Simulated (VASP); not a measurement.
Energy against volume of V (bcc). Level of theory: RPBE GGA, VASP's PBE PAW potentials (set 64) (plane waves; VASP).

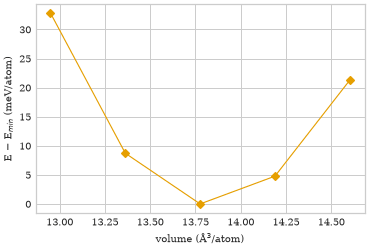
Energy against volume

Q: Estimate the equilibrium volume and the bulk modulus.

A: The minimum lies near 13.8 Å³/atom, and the curvature gives B0 of about 170 GPa.

Measured: bulk modulus 161 GPa at 0 K (computed value off by +6.4 %), as given by H. Levämäki et al., Physical Review B (2014), arXiv:1402.3671 [corrected for temperature and zero-point phonon effects]; a 3.021 Å at 0 K (computed value off by +0.1 %), as given by Daniel Mejia-Rodriguez et al., Physical Review B (2018), arXiv:1807.09216 [static lattice: zero-point anharmonic expansion removed].

The compound is V in the bcc structure. It was relaxed first. The run is not spin-polarised, so no magnetic state was tried.
